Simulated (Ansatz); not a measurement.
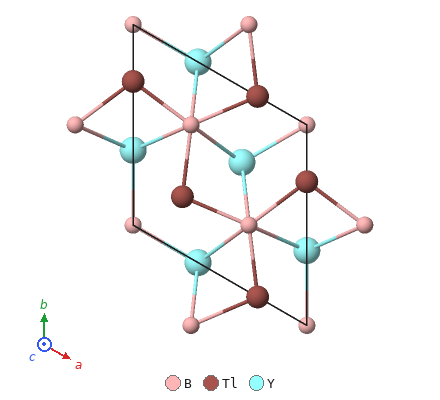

YTlB (P-62m, No. 189): the end point of a relaxation with Ansatz 0.2.0, DFT, PAW plane waves, r2scan; the starting structure was generated, so it need not be a known form of this composition.

```xyz
9
Lattice="6.9009 0.0000 0.0000 -3.4505 5.9764 0.0000 0.0000 0.0000 4.2360" Properties=species:S:1:pos:R:3 pbc="T T T"
B     0.0000    0.0000    2.1180
Tl   -2.4718    4.2813    0.0000
Tl    4.9436    0.0000    0.0000
Tl    0.9787    1.6951    0.0000
B     3.4505    1.9921    0.0000
B     0.0000    3.9842    0.0000
Y    -1.2888    2.2323    2.1180
Y     2.5776    0.0000    2.1180
Y     2.1616    3.7441    2.1180
```

**What will a dark-field STEM-like image along [001] show? Simulated incoherent Z contrast: every atom adds Z^1.8 spread by a probe of 1.24 Å full width; channelling and multiple scattering are left out. Shot noise was added.**

The columns repeat on a hexagonal net with a repeat of 6.90 Å (plane group p31m). The brightest columns hold 1 Tl per repeat; in falling brightness follow 1 Y (about 25 %). Brightness is counted from the darkest point of the image. The B columns make no clear peak of their own: they are too faint or too near a brighter column. The closest visible columns (Tl and Y) are 2.33 Å apart in projection. Along the beam the structure repeats every 4.24 Å.

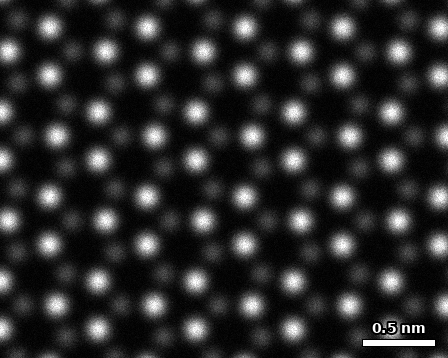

The simulated image.
